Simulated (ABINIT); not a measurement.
# FeAs2 (Lollingite): one start, several treatments of the self-energy

How much does the gap of FeAs2 (Lollingite) depend on the approximation to the self-energy?

Method: LDA and many-body steps on it, plane waves, in ABINIT 10.8.3.

**The experiments to reproduce.**

- Gap 200 meV: transport activation gap from resistivity above 200 K; electrical resistivity, thermal activation fit; bulk crystal (single crystal grown by chemical vapor transport) (“Highly Dispersive Electron Relaxation and Colossal Thermoelectricity in the Correlated Semiconductor FeSb2”, 2013, arxiv:1309.3048).

## Step 1: The starting structure

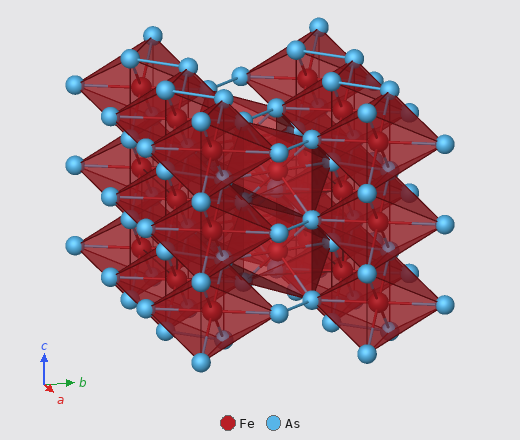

The starting structure, seen slightly off an axis (iron red, arsenic blue). 2×1×2 cells are drawn. Some periodic images of atoms are drawn too.

The cell and positions come from the Crystallography Open Database and are kept as given unless a step says otherwise.

## Step 2: Empty states on the mesh, 2×2×4 mesh, 300 bands

This step: ABINIT 10.8.3; DFT, LDA, plane waves, norm-conserving pseudopotentials.

The sums over transitions need many empty states on a uniform mesh; this step solves for them.

The input, run.abi:

```
acell 3*1.0 Angstrom
rprim 
  5.301200000000 0.000000000000 0.000000000000
  0.000000000000 5.985800000000 0.000000000000
  0.000000000000 0.000000000000 2.882200000000
ntypat 2
znucl 26 33
natom 6
typat 1 1 2 2 2 2
xred 
  0.000000000000 0.000000000000 -0.000000000000
  0.500000000000 0.500000000000 0.500000000000
  0.176300000000 0.362400000000 -0.000000000000
  0.823700000000 0.637600000000 -0.000000000000
  0.676300000000 0.137600000000 0.500000000000
  0.323700000000 0.862400000000 0.500000000000
pp_dirpath "pseudos"
pseudos "Fe.upf, As.upf"
ecut 65
ngkpt 2 2 4
nshiftk 1
shiftk 0 0 0
kptopt 1
chksymbreak 0
iscf -2
irdden 1
istwfk *1
nband 300
nbdbuf 26
tolwfr 1e-09
nstep 60
prtvol 0
indata_prefix "in"
outdata_prefix "out"
tmpdata_prefix "tmp"
```

Launch:

```bash
$ OMP_NUM_THREADS=1 mpirun -n 8 abinit run.abi > log
```

Numbers of over 12 decimals in the logs are rounded to 6 here.

The program printed:

```text
.Version 10.8.3 of ABINIT. v10.8.2 released Aug 2026.

 Symmetries : space group Pn n m (# 58); Bravais oP (primitive ortho.)
[... echo of the input left out ...]
== DATASET  1 ==================================================================
-   mpi_nproc: 8, omp_nthreads: 1 (-1 if OMP is not activated)
-    --> not optimal distribution: autoparal keyword recommended in input file <--

--- !DatasetInfo
iteration_state: {dtset: 1, }
dimensions: {natom: 6, nkpt: 12, mband: 300, nsppol: 1, nspinor: 1, nspden: 1, mpw: 15496, }
cutoff_energies: {ecut:  65.0, pawecutdg:  -1.0, }
[...]
3.66876    3.70970    3.71384    3.72691    3.73220    3.74040    3.75220    3.76285
   3.78922    3.79687    3.81430    3.81899    3.82019    3.82267    3.83500    3.87368
   3.87876    3.88196    3.88956    3.93822
 prteigrs : prtvol=0 or 1, do not print more k-points.

== END DATASET(S) ==============================================================
================================================================================

 -outvars: echo values of variables after computation  --------
            nband         300
             nkpt          12
          spgroup          58
 [... the other variables as echoed above ...]

 Calculation completed.
```

Wall time 8.8 min (8 MPI ranks of Arm Neoverse V2, shared host); peak memory 1.9 GiB.

This step gave:

```
gap                                                           : 0.2727 eV
k of the valence top                                          : 0, 0.5, 0.25
k of the conduction bottom                                    : 0, 0, 0.25
least direct gap                                              : 0.5777 eV
k points computed                                             : 12
lowest point of the top converged band, above the valence top : 87.7548 eV
```

On this mesh the gap is 0.273 eV.

The density comes from a self-consistent run that is not shown.

## Step 3: Screening, 2×2×4 mesh, 148 bands, screening to 141.5 eV

The RPA dielectric matrix is built and inverted for each q.

This step: RPA screening on LDA, plane waves, norm-conserving pseudopotentials.

Changes to run.abi since step 2:

```diff
@@ -24,10 +24,11 @@
 chksymbreak 0
-iscf -2
-irdden 1
 istwfk *1
-nband 300
-nbdbuf 26
-tolwfr 1e-09
-nstep 60
-prtvol 0
+occopt 1
+irdwfk 1
+optdriver 3
+nband 148
+ecuteps 5.2
+inclvkb 2
+awtr 1
+symchi 1
 indata_prefix "in"
@@ -35 +36,2 @@
 tmpdata_prefix "tmp"
+gwmem 10
```

The program printed:

```text
.Version 10.8.3 of ABINIT. v10.8.2 released Aug 2026.

 Symmetries : space group Pn n m (# 58); Bravais oP (primitive ortho.)
[... echo of the input left out ...]
== DATASET  1 ==================================================================
-   mpi_nproc: 8, omp_nthreads: 1 (-1 if OMP is not activated)

--- !DatasetInfo
iteration_state: {dtset: 1, }
dimensions: {natom: 6, nkpt: 12, mband: 148, nsppol: 1, nspinor: 1, nspden: 1, mpw: 15496, }
cutoff_energies: {ecut:  65.0, pawecutdg:  -1.0, }
electrons: {nelect:   1.24000000E+02, charge:   0.00000000E+00, occopt:   1.00000000E+00, tsmear:   1.00000000E-02, }

 SCREENING: Calculation of the susceptibility and dielectric matrices

 Based on a program developped by R.W. Godby, V. Olevano, G. Onida, and L. Reining.
 Incorporated in ABINIT by V. Olevano, G.-M. Rignanese, and M. Torrent.
.Using double precision arithmetic ; gwpc =  8

[... cell and pseudopotentials left out ...]
--------------------------------------------------------------------------------

 ==== K-mesh for the wavefunctions ====
 Number of points in the irreducible wedge :    12
[... list of points left out ...]
 Together with  8 symmetry operations and time-reversal symmetry
 yields    16 points in the full Brillouin Zone.

 ==== Q-mesh for the screening function ====
 Number of points in the irreducible wedge :    12
[... list of points left out ...]
 Together with  8 symmetry operations and time-reversal symmetry
 yields    16 points in the full Brillouin Zone.

 setmesh: FFT mesh size selected  =    54x   60x   30
          total number of points  =        97200

 vcoul_init : cutoff-mode = AUXILIARY_FUNCTION
 q-points for optical limit:   1
     1)      0.000010    0.000020    0.000030

- screening: taking advantage of time-reversal symmetry
- Maximum band index for partially occupied states nbvw = 62
- Remaining bands to be divided among processors   nbcw = 86
- Number of bands treated by each node ~10

 Number of electrons calculated from density =  124.0000; Expected =  124.0000
 average of density, n =  0.200911
 r_s =    1.0592
 omega_plasma =   43.2372 [eV]

 calculating chi0 at frequencies [eV] :
  1    0.000000E+00    0.000000E+00
  2    0.000000E+00    4.323723E+01

--------------------------------------------------------------------------------
  q-point number  1        q = ( 0.000000, 0.000000, 0.000000) [r.l.u.]
--------------------------------------------------------------------------------
[... chi0 elements left out ...]
 For q-point:  0.000010 0.000020 0.000030
  dielectric constant =  26.8692
  dielectric constant without local fields =  27.8857

  Average fulfillment of the sum rule on Im[epsilon] for q-point    1 :     26.63  [%]
[... wings left out ...]
  q-point number  2        q = ( 0.500000, 0.000000, 0.000000) [r.l.u.]
--------------------------------------------------------------------------------
[... chi0 elements left out ...]
  Average fulfillment of the sum rule on Im[epsilon] for q-point    2 :     29.69  [%]

 [... 10 further q-points ...]
```

The job ended after 5.2 min (8 MPI ranks; peak memory 3.3 GiB).

This step gave:

```
ε∞ with local fields, on this mesh, along the program's q direction : 26.87
the same without local fields                                       : 27.89
plasma frequency                                                    : 43.24 eV
plane waves in the screening matrix                                 : 345
```

Local fields lower ε∞ by 4 %. On a Γ-centred mesh this coarse the value itself is usually too large, while a short band sum pulls it down.

## Step 4: G0W0, Godby-Needs plasmon pole

The self-energy is evaluated for the states that the input lists, and the levels follow from it, in one-shot runs by the linearised quasiparticle equation.

This step: G0W0 on LDA, plane waves, norm-conserving pseudopotentials.

Changes to run.abi since step 3:

```diff
@@ -27,8 +27,21 @@
 irdwfk 1
-optdriver 3
+optdriver 4
 nband 148
+gwcalctyp 0
+ecutsigx 65
+symsigma 1
+nkptgw 4
+kptgw 
+  0.0000000000 0.5000000000 0.2500000000
+  0.0000000000 0.0000000000 0.2500000000
+  0.5000000000 0.5000000000 0.5000000000
+  0.0000000000 0.0000000000 0.0000000000
+bdgw 
+  61 64
+  61 64
+  61 64
+  61 64
 ecuteps 5.2
-inclvkb 2
-awtr 1
-symchi 1
+irdscr 1
+ppmodel 1
 indata_prefix "in"
```

The program printed:

```text
.Version 10.8.3 of ABINIT. v10.8.2 released Aug 2026.

 Symmetries : space group Pn n m (# 58); Bravais oP (primitive ortho.)
[... echo of the input left out ...]
== DATASET  1 ==================================================================
-   mpi_nproc: 8, omp_nthreads: 1 (-1 if OMP is not activated)

--- !DatasetInfo
iteration_state: {dtset: 1, }
dimensions: {natom: 6, nkpt: 12, mband: 148, nsppol: 1, nspinor: 1, nspden: 1, mpw: 15496, }
cutoff_energies: {ecut:  65.0, pawecutdg:  -1.0, }
electrons: {nelect:   1.24000000E+02, charge:   0.00000000E+00, occopt:   1.00000000E+00, tsmear:   1.00000000E-02, }

 SIGMA: Calculation of the GW corrections

 Based on a program developped by R.W. Godby, V. Olevano, G. Onida, and L. Reining.
 Incorporated in ABINIT by V. Olevano, G.-M. Rignanese, and M. Torrent.
.Using double precision arithmetic ; gwpc =  8

[... cell and pseudopotentials left out ...]
--------------------------------------------------------------------------------

 ==== K-mesh for the wavefunctions ====
 Number of points in the irreducible wedge :    12
[... list of points left out ...]
 Together with  8 symmetry operations and time-reversal symmetry
 yields    16 points in the full Brillouin Zone.

 ==== Q-mesh for screening function ====
 Number of points in the irreducible wedge :    12
[... list of points left out ...]
 Together with  8 symmetry operations and time-reversal symmetry
 yields    16 points in the full Brillouin Zone.

 vcoul_init : cutoff-mode = AUXILIARY_FUNCTION
 q-points for optical limit:   1
     1)      0.000010    0.000020    0.000030
 setmesh: FFT mesh size selected  =    90x   96x   48
          total number of points  =       414720

 Number of electrons calculated from density =  124.0000; Expected =  124.0000
 average of density, n =  0.200911
 r_s =    1.0592
 omega_plasma =   43.2372 [eV]

 === KS Band Gaps ===
  >>>> For spin  1
   Minimum direct gap =   0.5776 [eV], located at k-point      :   0.5000  0.5000  0.5000
   Fundamental gap    =   0.2725 [eV], Top of valence bands at :   0.0000  0.5000  0.2500
                                       Bottom of conduction at :   0.0000  0.0000  0.2500
 SIGMA fundamental parameters:
 PLASMON POLE MODEL  1
 number of plane-waves for SigmaX                15443
 number of plane-waves for SigmaC and W            345
 number of plane-waves for wavefunctions         15443
 number of bands                                   148
 number of independent spin polarizations            1
 number of spinorial components                      1
 number of k-points in IBZ                          12
 number of q-points in IBZ                          12
 number of symmetry operations                       8
 number of k-points in BZ                           16
 number of q-points in BZ                           16
 number of frequencies for dSigma/dE                 9
 frequency step for dSigma/dE [eV]                0.25
 number of omega for Sigma on real axis              0
 max omega for Sigma on real axis  [eV]           0.00
 zcut for avoiding poles [eV]                     0.10

 EPSILON^-1 parameters (SCR file):
 dimension of the eps^-1 matrix on file            345
 dimension of the eps^-1 matrix used               345
 number of plane-waves for wavefunctions         15443
 number of bands                                   148
 number of q-points in IBZ                          12
 number of frequencies                               2
 number of real frequencies                          1
 number of imag frequencies                          1

 matrix elements of self-energy operator (all in [eV])

 Perturbative Calculation

--- !SelfEnergy_ee
iteration_state: {dtset: 1, }
kpoint     : [   0.000,    0.500,    0.250, ]
spin       : 1
KS_gap     :    0.788
QP_gap     :    0.957
Delta_QP_KS:    0.169
data: !SigmaeeData |
     Band     E0 <VxcDFT>   SigX SigC(E0)      Z dSigC/dE  Sig(E)    E-E0       E
       61   9.792 -23.904 -26.891   4.308   0.731  -0.368 -22.939   0.965  10.757
       62   9.792 -23.904 -26.891   4.308   0.731  -0.368 -22.939   0.965  10.757
       63  10.580 -24.437 -21.702  -1.185   0.732  -0.367 -23.303   1.134  11.714
       64  10.580 -24.437 -21.702  -1.185   0.732  -0.367 -23.303   1.134  11.714

--- !SelfEnergy_ee
iteration_state: {dtset: 1, }
kpoint     : [   0.000,    0.000,    0.250, ]
spin       : 1
KS_gap     :    0.672
QP_gap     :    0.737
Delta_QP_KS:    0.065
data: !SigmaeeData |
     Band     E0 <VxcDFT>   SigX SigC(E0)      Z dSigC/dE  Sig(E)    E-E0       E
       61   9.230 -24.880 -29.154   5.716   0.716  -0.397 -23.848   1.031  10.261
       62   9.393 -25.937 -27.276   2.888   0.720  -0.389 -24.822   1.115  10.508
[...]
--- !SelfEnergy_ee
iteration_state: {dtset: 1, }
kpoint     : [   0.500,    0.500,    0.500, ]
spin       : 1
KS_gap     :    0.578
QP_gap     :    1.177
Delta_QP_KS:    0.599
data: !SigmaeeData |
     Band     E0 <VxcDFT>   SigX SigC(E0)      Z dSigC/dE  Sig(E)    E-E0       E
[...]
--- !SelfEnergy_ee
iteration_state: {dtset: 1, }
kpoint     : [   0.000,    0.000,    0.000, ]
spin       : 1
KS_gap     :    1.645
QP_gap     :    1.800
Delta_QP_KS:    0.155
data: !SigmaeeData |
     Band     E0 <VxcDFT>   SigX SigC(E0)      Z dSigC/dE  Sig(E)    E-E0       E
[...]
62   9.761 -27.657 -32.576   6.532   0.703  -0.423 -26.524   1.133  10.895
       63  11.406 -27.004 -23.531  -1.703   0.728  -0.374 -25.716   1.288  12.694
       64  12.282 -14.595 -10.086  -3.455   0.804  -0.244 -13.748   0.848  13.129

== END DATASET(S) ==============================================================
================================================================================

 -outvars: echo values of variables after computation  --------
           etotal      0.0000000000E+00
            nband         148
             nkpt          12
          spgroup          58
 [... the other variables as echoed above ...]

 Calculation completed.
```

Elapsed: 36 s, on 8 MPI ranks; peak memory 2.6 GiB.

This step gave:

```yaml
g0w0_gap_on_the_mesh: 0.3500 eV
starting_gap_on_the_mesh: 0.2727 eV
k_of_the_valence_top: 0, 0, 0
k_of_the_conduction_bottom: 0, 0, 0.25
z_at_the_valence_top: 0.703
z_at_the_conduction_bottom: 0.722
least_direct_g0w0_gap_on_the_computed_points: 0.7370 eV
```

The gap on the mesh goes from 0.27 eV to 0.35 eV, a correction of +0.08 eV.

## Step 5: G0W0, Hybertsen-Louie plasmon pole

Changes to run.abi since step 4:

```diff
@@ -45,3 +45,3 @@
 irdscr 1
-ppmodel 1
+ppmodel 2
 indata_prefix "in"
```

The program printed:

```text
.Version 10.8.3 of ABINIT. v10.8.2 released Aug 2026.

 Symmetries : space group Pn n m (# 58); Bravais oP (primitive ortho.)
[... echo of the input left out ...]
== DATASET  1 ==================================================================
-   mpi_nproc: 8, omp_nthreads: 1 (-1 if OMP is not activated)

--- !DatasetInfo
iteration_state: {dtset: 1, }
dimensions: {natom: 6, nkpt: 12, mband: 148, nsppol: 1, nspinor: 1, nspden: 1, mpw: 15496, }
cutoff_energies: {ecut:  65.0, pawecutdg:  -1.0, }
electrons: {nelect:   1.24000000E+02, charge:   0.00000000E+00, occopt:   1.00000000E+00, tsmear:   1.00000000E-02, }

 SIGMA: Calculation of the GW corrections

 Based on a program developped by R.W. Godby, V. Olevano, G. Onida, and L. Reining.
 Incorporated in ABINIT by V. Olevano, G.-M. Rignanese, and M. Torrent.
.Using double precision arithmetic ; gwpc =  8

[... cell and pseudopotentials left out ...]
--------------------------------------------------------------------------------

 ==== K-mesh for the wavefunctions ====
 Number of points in the irreducible wedge :    12
[... list of points left out ...]
 Together with  8 symmetry operations and time-reversal symmetry
 yields    16 points in the full Brillouin Zone.

 ==== Q-mesh for screening function ====
 Number of points in the irreducible wedge :    12
[... list of points left out ...]
 Together with  8 symmetry operations and time-reversal symmetry
 yields    16 points in the full Brillouin Zone.

 vcoul_init : cutoff-mode = AUXILIARY_FUNCTION
 q-points for optical limit:   1
     1)      0.000010    0.000020    0.000030
 setmesh: FFT mesh size selected  =    90x   96x   48
          total number of points  =       414720

 Number of electrons calculated from density =  124.0000; Expected =  124.0000
[...]
matrix elements of self-energy operator (all in [eV])

 Perturbative Calculation

--- !SelfEnergy_ee
iteration_state: {dtset: 1, }
kpoint     : [   0.000,    0.500,    0.250, ]
spin       : 1
KS_gap     :    0.788
QP_gap     :    1.240
Delta_QP_KS:    0.452
data: !SigmaeeData |
     Band     E0 <VxcDFT>   SigX SigC(E0)      Z dSigC/dE  Sig(E)    E-E0       E
       61   9.792 -23.904 -26.891   3.880   0.855  -0.170 -23.141   0.763  10.555
       62   9.792 -23.904 -26.891   3.880   0.855  -0.170 -23.141   0.763  10.555
       63  10.580 -24.437 -21.702  -1.314   0.855  -0.170 -23.222   1.215  11.795
[...]
--- !SelfEnergy_ee
iteration_state: {dtset: 1, }
kpoint     : [   0.000,    0.000,    0.250, ]
spin       : 1
KS_gap     :    0.672
QP_gap     :    0.790
Delta_QP_KS:    0.118
data: !SigmaeeData |
     Band     E0 <VxcDFT>   SigX SigC(E0)      Z dSigC/dE  Sig(E)    E-E0       E
[...]
--- !SelfEnergy_ee
iteration_state: {dtset: 1, }
kpoint     : [   0.500,    0.500,    0.500, ]
spin       : 1
KS_gap     :    0.578
QP_gap     :    1.948
Delta_QP_KS:    1.370
data: !SigmaeeData |
     Band     E0 <VxcDFT>   SigX SigC(E0)      Z dSigC/dE  Sig(E)    E-E0       E
[...]
--- !SelfEnergy_ee
iteration_state: {dtset: 1, }
kpoint     : [   0.000,    0.000,    0.000, ]
spin       : 1
KS_gap     :    1.645
QP_gap     :    2.309
Delta_QP_KS:    0.664
data: !SigmaeeData |
     Band     E0 <VxcDFT>   SigX SigC(E0)      Z dSigC/dE  Sig(E)    E-E0       E
[...]
63  11.406 -27.004 -23.531  -1.664   0.853  -0.173 -25.462   1.543  12.949
       64  12.282 -14.595 -10.086  -3.759   0.882  -0.134 -13.934   0.662  12.944

== END DATASET(S) ==============================================================
================================================================================

 -outvars: echo values of variables after computation  --------
           etotal      0.0000000000E+00
            nband         148
             nkpt          12
          spgroup          58
 [... the other variables as echoed above ...]

 Calculation completed.
```

Elapsed: 36 s, on 8 MPI ranks; peak memory 2.5 GiB.

This step gave:

| Item | Value |
| --- | --- |
| G0W0 gap on the mesh | 0.7410 eV |
| starting gap on the mesh | 0.2727 eV |
| k of the valence top | 0, 0, 0 |
| k of the conduction bottom | 0, 0, 0.25 |
| Z at the valence top | 0.844 |
| Z at the conduction bottom | 0.851 |
| least direct G0W0 gap on the computed points | 0.7900 eV |

Against G0W0 in ABINIT (2×2×4 mesh, 148 bands, screening to 141.5 eV, Godby-Needs plasmon pole), the gap moves by +0.391 eV.

## Step 6: G0W0, Engel-Farid plasmon pole

Changes to run.abi since step 5:

```diff
@@ -45,3 +45,3 @@
 irdscr 1
-ppmodel 2
+ppmodel 4
 indata_prefix "in"
```

The program printed:

```text
.Version 10.8.3 of ABINIT. v10.8.2 released Aug 2026.

 Symmetries : space group Pn n m (# 58); Bravais oP (primitive ortho.)
[... echo of the input left out ...]
== DATASET  1 ==================================================================
-   mpi_nproc: 8, omp_nthreads: 1 (-1 if OMP is not activated)

--- !DatasetInfo
iteration_state: {dtset: 1, }
dimensions: {natom: 6, nkpt: 12, mband: 148, nsppol: 1, nspinor: 1, nspden: 1, mpw: 15496, }
cutoff_energies: {ecut:  65.0, pawecutdg:  -1.0, }
[...]
Band     E0 <VxcDFT>   SigX SigC(E0)      Z dSigC/dE  Sig(E)    E-E0       E
[...]
63  11.406 -27.004 -23.531  -1.544   0.756  -0.323 -25.547   1.457  12.864
       64  12.282 -14.595 -10.086  -3.603   0.821  -0.218 -13.851   0.744  13.026

== END DATASET(S) ==============================================================
================================================================================

 -outvars: echo values of variables after computation  --------
           etotal      0.0000000000E+00
            nband         148
             nkpt          12
          spgroup          58
 [... the other variables as echoed above ...]

 Calculation completed.
```

The job ended after 26 s (8 MPI ranks; peak memory 2.3 GiB).

Numbers from this step:

```yaml
g0w0_gap_on_the_mesh: 0.3390 eV
starting_gap_on_the_mesh: 0.2727 eV
k_of_the_valence_top: 0, 0, 0
k_of_the_conduction_bottom: 0, 0, 0.25
least_direct_g0w0_gap_on_the_computed_points: 0.7650 eV
```

Against G0W0 in ABINIT (2×2×4 mesh, 148 bands, screening to 141.5 eV, Godby-Needs plasmon pole), the gap moves by −0.011 eV.

(Continued in part 2 of 2.)

[Paths, hosts, dates, memory and timing lines, banners, echoed tables and standing remarks are left out of the program output.]

[Logs are printed without paths, hosts, clocks, repeated set-up lines and the standing remarks that a program may print on its own settings, such as how far it seeks lower states.]

[Runs of the session that timed out or met a known fault of the program may be left out.]

[Hosts, paths, dates, database ids (printed as entryN), source tags and the programs' standing remarks are cut or masked in the printed files.]

[G0W0 gaps are taken among the corrected bands and points alone; a level outside them can change the order at an edge.]

[Where Ansatz stands beside ABINIT at settings called matched, ABINIT's density can come from a denser mesh and the files from another edition; pairs whose starting gaps differed by over 0.03 eV were left out, so agreement reads better than it is.]
